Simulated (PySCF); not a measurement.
## NMR shielding calculation, with input and output: CH7B2FSi

- system: CH7B2FSi
- method: GIAO LDA/pcSseg-2 NMR shielding, non-relativistic, gas phase (PySCF 2.14.0)

The geometry comes from this level: PBE0-D3(BJ)/def2-SVP. Figures and captions count atoms from 1; the log counts them from 0 in places.

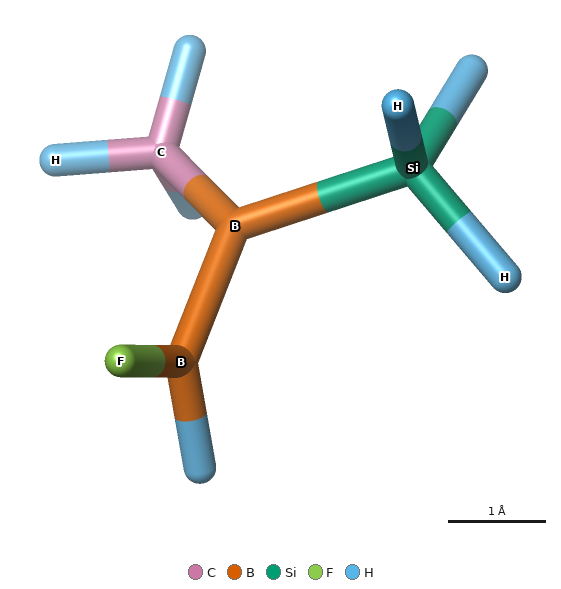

The input geometry (stick view, seen at a tilt).

### Input
```
{"job": {"kind": "nmr", "xc": "LDA", "basis": "pcSseg-2", "pop": false}, "charge": 0, "multiplicity": 1}
C     -1.368621    -1.087870     0.162386
B     -0.395540     0.133538     0.092197
Si     1.611417    -0.169691    -0.017677
B     -0.875320     1.743760     0.210701
F     -1.060178     2.514705    -0.857418
H     -1.454007    -1.259678     1.257970
H     -0.982171    -2.028772    -0.256649
H     -2.392337    -0.902334    -0.195730
H      2.020393    -1.584469     0.261463
H      2.020883     0.159981    -1.424474
H      2.390437     0.732024     0.890580
H     -1.026195     2.293018     1.290498
```

The first line tells a small driver script what to run in PySCF; the rest is the geometry in Å.

Launch command:
```bash
OMP_NUM_THREADS=1 python <driver script> task.json out
```

### The program's output
```
coarse grid: 10312 points
cycle   1  E = -478.5991392308  dE =  2.337e-02  |g| = 6.218e-01  |ddm| = 2.452e+00
cycle   2  E = -478.4166923129  dE =  1.824e-01  |g| = 1.155e+00  |ddm| = 1.160e+00
cycle   3  E = -478.6775101783  dE = -2.608e-01  |g| = 1.745e-01  |ddm| = 7.913e-01
cycle   4  E = -478.6826250430  dE = -5.115e-03  |g| = 6.431e-02  |ddm| = 1.289e-01
cycle   5  E = -478.6835549263  dE = -9.299e-04  |g| = 1.194e-02  |ddm| = 5.134e-02
cycle   6  E = -478.6836013897  dE = -4.646e-05  |g| = 4.064e-03  |ddm| = 2.004e-02
cycle   7  E = -478.6836055813  dE = -4.192e-06  |g| = 7.988e-04  |ddm| = 5.413e-03
final grid: 94760 points
cycle   8  E = -478.6799726860  dE = -1.095e-04  |g| = 6.202e-03  |ddm| = 4.026e-02
cycle   9  E = -478.6799565645  dE =  1.612e-05  |g| = 1.141e-02  |ddm| = 8.797e-03
cycle  10  E = -478.6799788227  dE = -2.226e-05  |g| = 1.363e-03  |ddm| = 5.882e-03
cycle  11  E = -478.6799790481  dE = -2.254e-07  |g| = 6.082e-04  |ddm| = 1.139e-03
cycle  12  E = -478.6799791467  dE = -9.860e-08  |g| = 7.943e-05  |ddm| = 4.820e-04
cycle  13  E = -478.6799791482  dE = -1.514e-09  |g| = 2.389e-05  |ddm| = 1.133e-04
cycle  14  E = -478.6799791484  dE = -1.899e-10  |g| = 4.891e-06  |ddm| = 3.396e-05
```

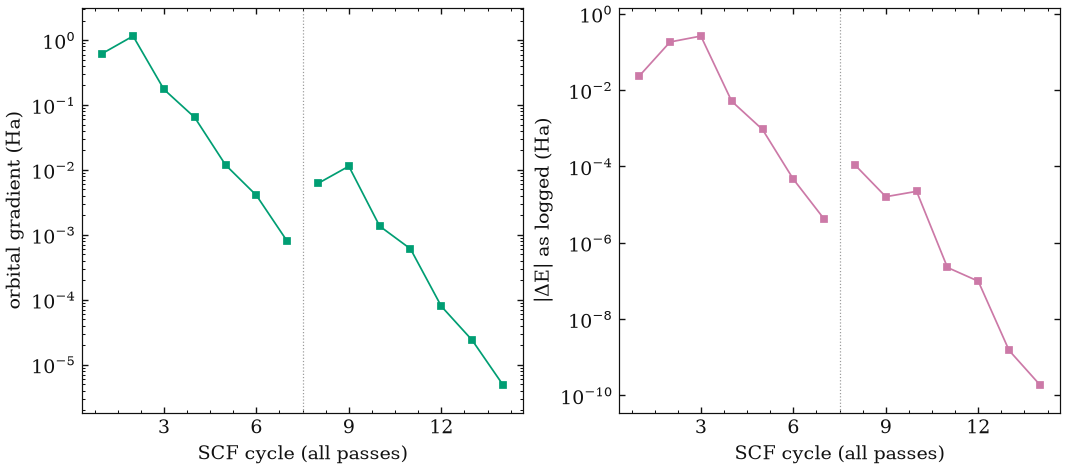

Convergence of the self-consistent field: orbital gradient and size of the energy change against the SCF cycle. The dotted line marks the change from a coarse to the final integration grid. The first 7 cycles use a coarse grid, the final grid takes over at cycle 8, and the field converges after 14 cycles in all.

```
converged SCF energy = -478.6799791484

GIAO shielding tensors (ppm)
atom      isotropic    diamagn.    paramagn.     s11        s22        s33       span
  0 C      151.173     244.032     -92.860    115.238    149.899    188.382     73.144
  1 B      -46.879     196.578    -243.458   -159.937   -101.663    120.962    280.899
  2 Si     421.305     881.449    -460.144    380.862    435.317    447.735     66.873
  3 B       11.776     191.199    -179.422    -90.072     40.240     85.161    175.233
  4 F      114.301     466.211    -351.911   -165.746     -7.600    516.248    681.994
  5 H       29.520      28.195       1.325     25.019     28.711     34.829      9.811
  6 H       28.051      29.421      -1.370     25.034     27.918     31.202      6.168
  7 H       28.073      28.576      -0.504     24.951     26.819     32.448      7.497
  8 H       27.109      28.527      -1.418     24.578     25.628     31.122      6.544
  9 H       26.811      28.151      -1.340     24.161     25.515     30.757      6.596
 10 H       26.541      28.145      -1.604     23.887     25.229     30.508      6.620
 11 H       23.530      28.039      -4.510     19.491     25.062     26.036      6.544
```

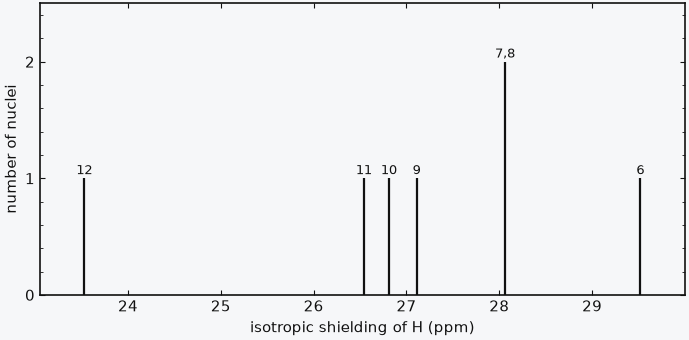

Isotropic shieldings of the hydrogen nuclei in this fixed geometry, labelled by atom number; shielding grows to the right, so chemical shift grows to the left. The least shielded is H12 (23.5 ppm), the most shielded H6 (29.5 ppm).

### Results in brief

```json
{"quantity": "outcome", "value": "converged"}
{"quantity": "total energy", "value": "−478.679979 hartree"}
{"quantity": "HOMO", "value": "−6.26 eV"}
{"quantity": "LUMO", "value": "−3.24 eV"}
{"quantity": "dipole moment", "value": "1.72 D"}
{"quantity": "isotropic shielding, C", "value": "151.2 ppm"}
{"quantity": "isotropic shielding, B", "value": "−46.9 to 11.8 ppm"}
{"quantity": "isotropic shielding, Si", "value": "421.3 ppm"}
{"quantity": "isotropic shielding, F", "value": "114.3 ppm"}
{"quantity": "isotropic shielding, H", "value": "23.5 to 29.5 ppm"}
{"quantity": "hardware", "value": "1 CPU thread, shared host"}
{"quantity": "wall time", "value": "53 s"}
{"quantity": "peak memory", "value": "0.96 GiB"}
```
